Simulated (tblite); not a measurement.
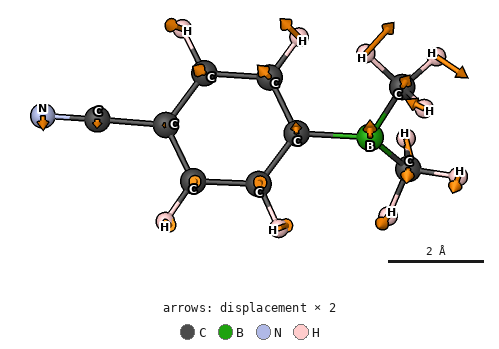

This is a relaxation of C$_{9}$H$_{10}$BN. The starting structure is drawn; orange arrows show the displacements, magnified 2 times. The two geometries are superimposed by the best rigid fit.

A ball-and-stick model, seen face on.

Level of theory: GFN2-xTB geometry optimisation, gas phase in tblite 0.8.0. 

Q: Which element moves most?

A: Hydrogen: up to 0.56 Å, against 0.24 Å for carbon.

Q: Describe the change and its energy.

A: The atom that moves furthest after the best rigid fit is an H atom (0.56 Å). By element the largest moves are H 0.56 Å, C 0.24 Å, B 0.23 Å, N 0.18 Å. Near-neighbour distances that change, for instance: C–C 1.462 → 1.412 Å, C–H 1.126 → 1.088 Å, C–H 1.107 → 1.081 Å, C–C 1.377 → 1.399 Å. Bond angles that change, for instance: H–C–H 111.2° → 106.1°, B–C–H 112.8° → 108.2°, C–B–C 116.0° → 120.2°. The energy falls by 0.365 eV in 98 geometry steps. Cost: 0.69 s on 1 thread of Intel(R) Xeon(R) 6975P-C, with other jobs on the host.
